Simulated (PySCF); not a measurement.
# B2PLYP/STO-3G run of GeClF (SMILES [F][Ge][Cl])

Aim: the vertical singlet–triplet gap of GeClF at B2PLYP/STO-3G, from 2 runs. Input form: a Python script.

The calculation is run with PySCF 2.14.0.

24 further runs of the same task are left out: 10 that didn't finish, 14 set aside as unsound or not needed.

## Step 1: The structure to begin with

GeClF: 3 atoms, total charge 0, spin state singlet. SMILES: `[F][Ge][Cl]`. The coordinates come from a PBE0-D4/def2-TZVP relaxation.

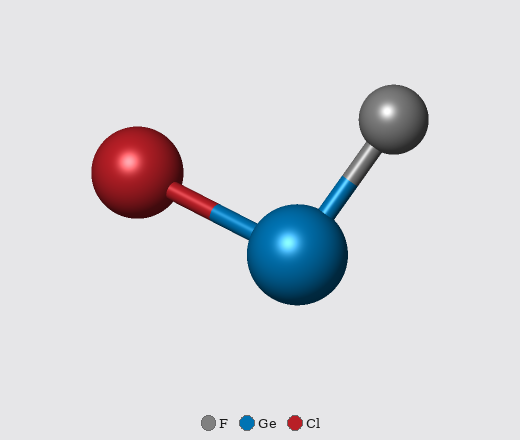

Viewed from a chosen angle; fluorine grey, germanium blue, chlorine red.

## Step 2: The energy at B2PLYP/STO-3G

Contents of input.xyz:

```xyz
3
ClFGe
F      0.110400     1.418700     0.206200
Ge    -0.762800     0.035600    -0.410300
Cl     0.641600    -1.519100     0.191000
```

Contents of calc.py:

```python
from pyscf import gto, dft, mp

system = gto.M(
    atom='input.xyz',
    max_memory=1860,
    basis='sto-3g',
    verbose=3,
)

mf = dft.RKS(system)
mf.xc = '0.53*HF + 0.47*B88, 0.73*LYP'
mf.grids.level = 5
mf.conv_tol = 1e-10
mf.kernel()
if not mf.converged:
    mf = mf.newton().run(mf.mo_coeff, mf.mo_occ)

pt = mp.MP2(mf, frozen=15).run()
e_tot = mf.e_tot + 0.27 * pt.e_corr
print('PT2 part  %.8f' % (0.27 * pt.e_corr))
print('Final energy', e_tot)
```

Run with:

```console
OMP_NUM_THREADS=1 python calc.py
```

The program printed:

```text
converged SCF energy = -2606.04823272391
E(RMP2) = -2606.14840648279  E_corr = -0.100173758879336
E(SCS-RMP2) = -2606.14885790366  E_corr = -0.100625179745334
PT2 part  -0.02704691
Final energy -2606.0752796388088
```

Run time: 5.7 s. Hardware: 1 thread of Intel Xeon Platinum 8488C (Sapphire Rapids), shared host; peak memory 0.25 GiB.

## Step 3: The triplet, same level

Contents of geometry.xyz:

```xyz
3

F      0.110400     1.418700     0.206200
Ge    -0.762800     0.035600    -0.410300
Cl     0.641600    -1.519100     0.191000
```

Contents of job.py:

```python
from pyscf import gto, dft, mp

mol = gto.M(
    atom='geometry.xyz',
    verbose=4,
    basis='sto-3g',
    spin=2,
    max_memory=1860,
)

ks = dft.UKS(mol)
ks.xc = '0.53*HF + 0.47*B88, 0.73*LYP'
ks.grids.level = 5
ks.conv_tol = 1e-10
ks.kernel()
if not ks.converged:
    ks = ks.newton().run(ks.mo_coeff, ks.mo_occ)

pt = mp.MP2(ks, frozen=15).run()
energy = ks.e_tot + 0.27 * pt.e_corr
print('PT2 part  %.8f' % (0.27 * pt.e_corr))
print('Final energy', energy)
```

Run with:

```console
OMP_NUM_THREADS=1 python job.py
```

The program printed:

```text
PySCF version 2.14.0

[INPUT] num. atoms = 3
[INPUT] num. electrons = 58
[INPUT] charge = 0
[INPUT] spin (= nelec alpha-beta = 2S) = 2
[INPUT] symmetry False subgroup None
[INPUT] Mole.unit = angstrom
[INPUT] Symbol           X                Y                Z      unit          X                Y                Z       unit  Magmom
[INPUT]  1 F      0.110400000000   1.418700000000   0.206200000000 AA    0.208625764152   2.680954452920   0.389661526885 Bohr   0.0
[INPUT]  2 Ge    -0.762800000000   0.035600000000  -0.410300000000 AA   -1.441483087818   0.067274250035  -0.775354628909 Bohr   0.0
[INPUT]  3 Cl     0.641600000000  -1.519100000000   0.191000000000 AA    1.212448281521  -2.870682955827   0.360937689792 Bohr   0.0

nuclear repulsion = 246.377352051105
number of shells = 16
number of NR pGTOs = 96
number of NR cGTOs = 32
basis = sto-3g
ecp = {}

[... 36 lines left out ...]
WARN: HOMO -0.309038320804087 >= LUMO -0.52872434506336
[... 58 lines left out ...]
converged SCF energy = -2605.95023410679  <S^2> = 2.0078486  2S+1 = 3.0052278
[... 1 line left out ...]
******** <class 'pyscf.mp.ump2.UMP2'> ********
nocc = (np.int64(15), np.int64(13)), nmo = (17, 17)
frozen orbitals 15
E(UMP2) = -2606.02110376957  E_corr = -0.0708696627888024
E(SCS-UMP2) = -2606.01953975087  E_corr = -0.0693056440799016
E_corr(same-spin) = -0.0181591745384554
E_corr(oppo-spin) = -0.052710488250347
PT2 part  -0.01913481
Final energy -2605.969368915738
```

Run time: 9 s. Hardware: 1 thread of Intel Xeon Platinum 8488C (Sapphire Rapids), shared host; peak memory 0.26 GiB.

## Step 4: What came out

At B2PLYP/STO-3G, 15 core orbitals frozen:

```
                                                         quantity           value
                                            singlet: total energy  -2606.07528 Eh
                                singlet: dipole moment (SCF part)          2.60 D
                       singlet: HOMO energy (SCF part's orbitals)        -6.06 eV
                       singlet: LUMO energy (SCF part's orbitals)         1.62 eV
                     singlet: HOMO–LUMO gap (SCF part's orbitals)         7.68 eV
                                            triplet: total energy  -2605.96937 Eh
                                triplet: dipole moment (SCF part)          3.00 D
triplet: HOMO energy (SCF part's orbitals) (highest over α and β)        -3.47 eV
 triplet: LUMO energy (SCF part's orbitals) (lowest over α and β)        -1.10 eV
                                                    triplet: ⟨S²⟩           2.008
                 vertical energy of the triplet above the singlet        2.882 eV
```

At this shape the triplet lies 2.88 eV (66 kcal/mol) above the singlet. In a minimal basis such a difference can be off by several eV, whatever the method. Mulliken charges (singlet) run from -0.39 on Cl3 to +0.61 on Ge2; they depend strongly on the basis.
